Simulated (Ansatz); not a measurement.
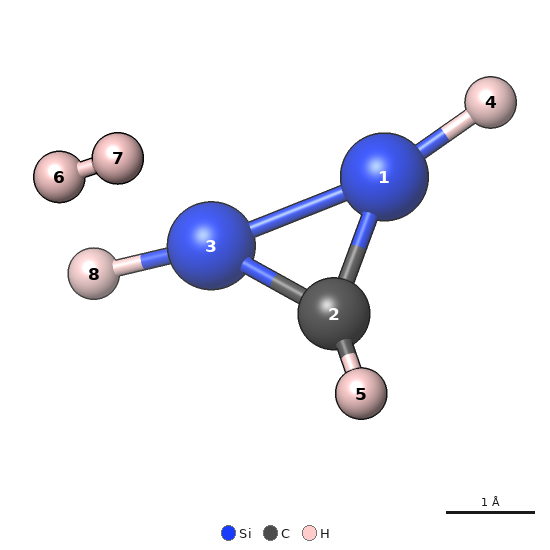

Orthographic view. Distant atoms are faded towards the background colour. Charge +1, singlet. The computed structure is the end point of a PBE0-D4/def2-TZVP optimisation. No frequency run is at hand to confirm it as a minimum.

List the bonded neighbours of every atom.

Si1: C2, Si3, H4
C2: Si1, Si3, H5
Si3: Si1, C2, H8
H4: Si1
H5: C2
H6: H7
H7: H6
H8: Si3
